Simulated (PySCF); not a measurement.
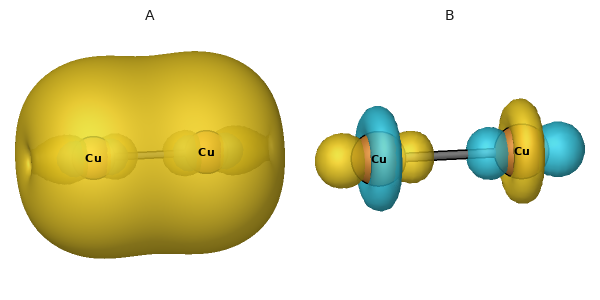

Figure. Cu$_{2}$ (charge −1, doublet). Two frontier α-spin orbitals, each drawn at the value that holds 80 % of its norm (yellow and cyan are the two phases), in no order; of a degenerate pair one member is drawn.

These are results of PBE0/aug-cc-pVDZ(-PP), non-relativistic Hamiltonian with scalar-relativistic core potentials where named, at a bond length of 2.374 Å in PySCF, not measurements.

Label each orbital by symmetry, say whether it is occupied, and order them by energy.

Answer. Orbital B: σu, occupied in this spin, −1.53 eV; antibonding, with a node between the atoms.
Orbital A: σg, occupied in this spin, −1.32 eV; with no node between the nuclei.
